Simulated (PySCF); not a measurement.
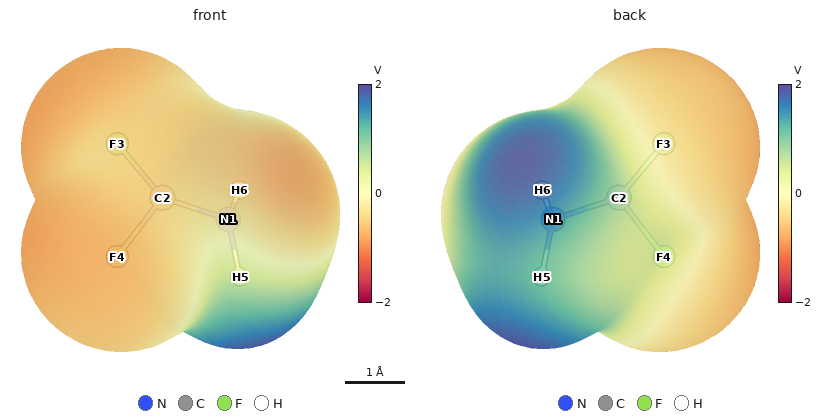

*CH2F2N (SMILES N[C](F)F) (doublet). The molecular electrostatic potential painted on the density surface at 0.001 e/bohr³, seen from the front and from behind; red is negative and blue positive.*

Geometry: GFN2-xTB.

The calculation used UKS B3LYP, pcH-1 on C F H N, non-relativistic, mean-field spin-orbit, GIAO (PySCF 2.14.0, density-fitted response routines).

```xyz
6

N    -0.7600   -0.0643    0.1751
C     0.5987    0.0531    0.3477
F     1.3369   -0.9950   -0.0815
F     1.1508    1.2037   -0.0997
H    -1.2347    0.7538   -0.1787
H    -1.0886   -0.9492   -0.1844
```

Q: Describe the electrostatic potential map.

A: The most negative region (about −0.8 V) lies over N1, F3 and F4, the most positive (about +1.9 V) over H5 and H6.
